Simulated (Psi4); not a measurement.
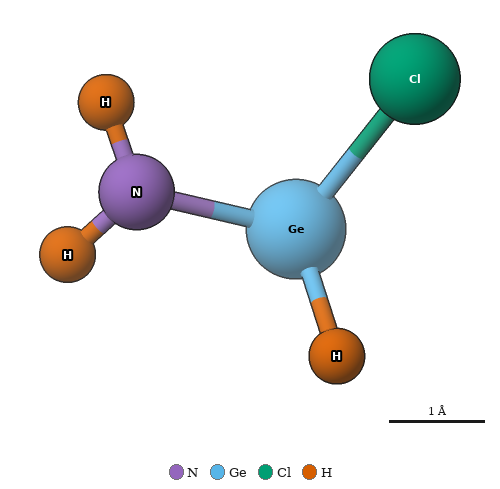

*The input geometry (ball-and-stick view, seen on its broad side). Sticks mark near contacts.*

GeNH₃Cl: single-point calculation

System: GeNH₃Cl, multiplicity 2, SMILES [NH2][GeH][Cl].
Method: PBE0/def2-SVP, UKS (Psi4 1.11).

The geometry comes from this level: PBE0-D4/def2-TZVP.

**The program's output**
```
Psi4 1.11 release

   => Loading Basis Set <=

    Name: DEF2-SVP
    Role: ORBITAL
    Keyword: BASIS

         ---------------------------------------------------------
                                   SCF
                              UKS Reference
                        1 Threads,   1525 MiB Core
         ---------------------------------------------------------

  ==> Geometry <==

    Molecular point group: c1
    Full point group: C1

    Geometry (in Angstrom), charge = 0, multiplicity = 2:

       Center              X                  Y                   Z               Mass
    ------------   -----------------  -----------------  -----------------  -----------------
         N           -0.779487846540     0.900838026822    -1.400529208774    14.003074004430
         GE          -0.257787846540     0.431938026822     0.295870791226    73.921177761000
         CL           0.909812153460    -1.373961973178     0.011070791226    34.968852682000
         H           -1.317687846540     1.754138026822    -1.473629208774     1.007825032230
         H           -1.221887846540     0.168638026822    -1.939429208774     1.007825032230
         H            0.710012153460     1.552038026822     0.787070791226     1.007825032230

  Running in c1 symmetry.

  Rotational constants: A =      0.41073  B =      0.11662  C =      0.09303 [cm^-1]
  Rotational constants: A =  12313.51391  B =   3496.30787  C =   2788.88020 [MHz]
  Nuclear repulsion =  259.076800327063836

  Charge       = 0
  Multiplicity = 2
  Electrons    = 59
  Nalpha       = 30
  Nbeta        = 29

  ==> Algorithm <==

  SCF Algorithm Type is CD.
  DIIS enabled.
  MOM disabled.
  Fractional occupation disabled.
  Guess Type is SAD.
  Energy threshold   = 1.00e-06
  Density threshold  = 1.00e-06
  Integral threshold = 1.00e-12

  ==> Primary Basis <==

  Basis Set: DEF2-SVP
    Blend: DEF2-SVP
    Number of shells: 35
    Number of basis functions: 79
    Number of Cartesian functions: 84
    Spherical Harmonics?: true
    Max angular momentum: 2

  ==> DFT Potential <==

   => LibXC <=

    Version 7.1.2

   => Composite Functional: PBE0 <=

    PBE0 Hyb-GGA Exchange-Correlation Functional

    Deriv               =              1
    GGA                 =           TRUE
    Meta                =          FALSE

    Exchange Hybrid     =           TRUE
    MP2 Hybrid          =          FALSE

   => Exchange Functionals <=

    0.7500   Perdew, Burke & Ernzerhof

   => Exact (HF) Exchange <=

    0.2500               HF

   => Correlation Functionals <=

    1.0000   Perdew, Burke & Ernzerhof

   => LibXC Density Thresholds  <==

    XC_HYB_GGA_XC_PBEH:  1.00E-15

   => Molecular Quadrature <=

    Radial Scheme          =       TREUTLER
    Pruning Scheme         =           NONE
    Nuclear Scheme         =       TREUTLER

    Blocking Scheme        =         OCTREE
    BS radius alpha        =              1
    Pruning alpha          =              1
    Radial Points          =             99
    Spherical Points       =            590
    Total Points           =         331763
    Total Blocks           =           2466
    Max Points             =            256
    Max Functions          =             77
    Weights Tolerance      =       1.00E-15

  ==> Integral Setup <==

  ==> CDJK: Cholesky-decomposed J/K Matrices <==

    J tasked:                     Yes
    K tasked:                     Yes
    wK tasked:                     No
    Integrals threads:              1
    Memory [MiB]:                 568
    Algorithm:                   Core
    Integral Cache:              NONE
    Schwarz Cutoff:             1E-12
    Cholesky tolerance:      1.00E-03
    No. Cholesky vectors:         288

  Cached 100.0% of DFT collocation blocks in 0.562 [GiB].

  Minimum eigenvalue in the overlap matrix is 1.7454848851E-02.
  Reciprocal condition number of the overlap matrix is 3.7967363345E-03.
    Using symmetric orthogonalization.

  ==> Pre-Iterations <==

  SCF Guess: Superposition of Atomic Densities via on-the-fly atomic UHF (no occupation information).

   -------------------------
    Irrep   Nso     Nmo
   -------------------------
     A         79      79
   -------------------------
    Total      79      79
   -------------------------

  ==> Iterations <==

                        Total Energy        Delta E     RMS |[F,P]|

   @UKS iter SAD: -2589.28569872600292   -2.58929e+03   0.00000e+00
   @UKS iter   1: -2591.39123184014579   -2.10553e+00   3.04619e-02 DIIS/ADIIS
   @UKS iter   2: -2589.43967499716791    1.95156e+00   5.54861e-02 DIIS/ADIIS
   @UKS iter   3: -2592.81482648153451   -3.37515e+00   4.41198e-03 DIIS/ADIIS
   @UKS iter   4: -2592.84456329196701   -2.97368e-02   1.32772e-03 DIIS/ADIIS
   @UKS iter   5: -2592.85058344372737   -6.02015e-03   2.93769e-04 DIIS/ADIIS
   @UKS iter   6: -2592.85080171528034   -2.18272e-04   1.73059e-04 DIIS/ADIIS
   @UKS iter   7: -2592.85090422237863   -1.02507e-04   2.13782e-05 DIIS
   @UKS iter   8: -2592.85090777623464   -3.55386e-06   8.28328e-06 DIIS
   @UKS iter   9: -2592.85090821453514   -4.38301e-07   2.18833e-06 DIIS
   @UKS iter  10: -2592.85090824240797   -2.78728e-08   6.75424e-07 DIIS
  Energy and wave function converged.

  ==> Post-Iterations <==

   Electrons on quadrature grid:
      Nalpha   =   29.9999997672 ; deviation = -2.328e-07
      Nbeta    =   28.9999998704 ; deviation = -1.296e-07
      Ntotal   =   58.9999996375 ; deviation = -3.625e-07

   @Spin Contamination Metric:   3.619972185E-03
   @S^2 Expected:                7.500000000E-01
   @S^2 Observed:                7.536199722E-01
   @S   Expected:                5.000000000E-01
   @S   Observed:                5.000000000E-01

    Orbital Energies [Eh]
    ---------------------

    Alpha Occupied:

       1A   -399.079794     2A   -101.658152     3A    -49.921625
       4A    -44.415587     5A    -44.414875     6A    -44.414002
       7A    -14.401303     8A     -9.509681     9A     -7.249178
      10A     -7.242376    11A     -7.241896    12A     -6.307388
      13A     -4.465838    14A     -4.463619    15A     -4.460905
      16A     -1.263177    17A     -1.260448    18A     -1.259060
      19A     -1.257411    20A     -1.256114    21A     -0.880843
      22A     -0.819952    23A     -0.557645    24A     -0.516769
      25A     -0.411437    26A     -0.381519    27A     -0.348718
      28A     -0.318646    29A     -0.313209    30A     -0.217639

    Alpha Virtual:

      31A      0.013757    32A      0.036866    33A      0.075538
      34A      0.108057    35A      0.127083    36A      0.192669
      37A      0.307617    38A      0.324142    39A      0.345319
      40A      0.374240    41A      0.381685    42A      0.434007
      43A      0.494071    44A      0.573844    45A      0.616224
      46A      0.661515    47A      0.670207    48A      0.748327
      49A      0.795649    50A      0.805760    51A      0.821894
      52A      0.834488    53A      0.849403    54A      0.906155
      55A      0.925310    56A      0.974102    57A      0.992085
      58A      1.005792    59A      1.035933    60A      1.311772
      61A      1.319435    62A      1.479964    63A      1.588102
      64A      1.630736    65A      1.724220    66A      1.816635
      67A      1.890745    68A      2.111588    69A      2.117628
      70A      2.377291    71A      2.449534    72A      2.468934
      73A      2.505440    74A      2.577010    75A      2.624240
      76A      2.711160    77A      2.767095    78A      3.096662
      79A      3.322513

    Beta Occupied:

       1A   -399.078605     2A   -101.657359     3A    -49.920954
       4A    -44.414897     5A    -44.413627     6A    -44.413484
       7A    -14.396254     8A     -9.508903     9A     -7.247482
      10A     -7.241465    11A     -7.241038    12A     -6.305215
      13A     -4.464468    14A     -4.460506    15A     -4.459328
      16A     -1.261312    17A     -1.258672    18A     -1.256210
      19A     -1.254749    20A     -1.253137    21A     -0.869322
      22A     -0.814295    23A     -0.542333    24A     -0.513519
      25A     -0.400886    26A     -0.367938    27A     -0.331533
      28A     -0.315395    29A     -0.290458

    Beta Virtual:

      30A     -0.102013    31A      0.028041    32A      0.047242
      33A      0.094312    34A      0.119178    35A      0.128044
      36A      0.201313    37A      0.313914    38A      0.344043
      39A      0.358378    40A      0.387029    41A      0.395102
      42A      0.465753    43A      0.513104    44A      0.583388
      45A      0.625555    46A      0.665010    47A      0.677960
      48A      0.758432    49A      0.807159    50A      0.810505
      51A      0.824854    52A      0.841078    53A      0.861210
      54A      0.914467    55A      0.934192    56A      0.981363
      57A      0.995915    58A      1.009225    59A      1.043031
      60A      1.317210    61A      1.325028    62A      1.488533
      63A      1.606400    64A      1.642670    65A      1.727210
      66A      1.820214    67A      1.906768    68A      2.117654
      69A      2.126774    70A      2.388649    71A      2.459331
      72A      2.484706    73A      2.515030    74A      2.589685
      75A      2.634187    76A      2.716876    77A      2.776935
      78A      3.102616    79A      3.325012

    Final Occupation by Irrep:
              A
    DOCC [    29 ]
    SOCC [     1 ]
    NA   [    30 ]
    NB   [    29 ]

  @UKS Final Energy: -2592.85090824240797

   => Energetics <=

    Nuclear Repulsion Energy =            259.0768003270638360
    One-Electron Energy =               -4122.7161655166055425
    Two-Electron Energy =                1357.5204218183084777
    DFT Exchange-Correlation Energy =     -86.7319648711745259
    Empirical Dispersion Energy =           0.0000000000000000
    VV10 Nonlocal Energy =                  0.0000000000000000
    Total Energy =                      -2592.8509082424079679

  UHF NO Occupations:
  HONO-2 :   28  A 1.9995405
  HONO-1 :   29  A 1.9988937
  HONO-0 :   30  A 1.0000000
  LUNO+0 :   31  A 0.0011063
  LUNO+1 :   32  A 0.0004595
  LUNO+2 :   33  A 0.0000996
  LUNO+3 :   34  A 0.0000504

Computation Completed

Properties will be evaluated at   0.000000,   0.000000,   0.000000 [a0]

Properties computed using the SCF density matrix

 Multipole Moments:

 ------------------------------------------------------------------------------------
     Multipole            Electronic (a.u.)      Nuclear  (a.u.)        Total (a.u.)
 ------------------------------------------------------------------------------------

 L = 1.  Multiply by 2.5417464519 to convert [e a0] to [Debye]
 Dipole X            :         -0.7680943           -0.1292250           -0.8973194
 Dipole Y            :          0.2317882            0.4636322            0.6954203
 Dipole Z            :          5.0201668           -5.2413884           -0.2212216
 Magnitude           :                                                    1.1566030

 ------------------------------------------------------------------------------------

	total time  =          9 seconds =       0.15 minutes

    Psi4 run time: 0:00:08.69
```

The run was set up as follows.

**The input (input.inp)**
```
memory 1600 MB

molecule geom {
  0 2
  N     -0.446300     0.317900    -0.788300
  Ge     0.075400    -0.151000     0.908100
  Cl     1.243000    -1.956900     0.623300
  H     -0.984500     1.171200    -0.861400
  H     -0.888700    -0.414300    -1.327200
  H      1.043200     0.969100     1.399300
  symmetry c1
}

set basis def2-SVP
set reference uks
set puream true
set scf_type cd
set dft_radial_points 99
set dft_spherical_points 590
set cholesky_tolerance 0.001
set maxiter 100

result, w = energy('pbe0', return_wfn=True)
```

Launched with:
```bash
psi4 -n 1 input.inp input.out
```

**Summary**

- outcome: converged
- total energy: −2592.850908 hartree
- basis functions: 79
- ⟨S²⟩: 0.754
- dipole moment: 2.94 D
- hardware: 1 thread of AMD EPYC (Zen 5), 16 GiB of memory available, shared host
- wall time: 9.6 s
- peak memory: 0.83 GiB
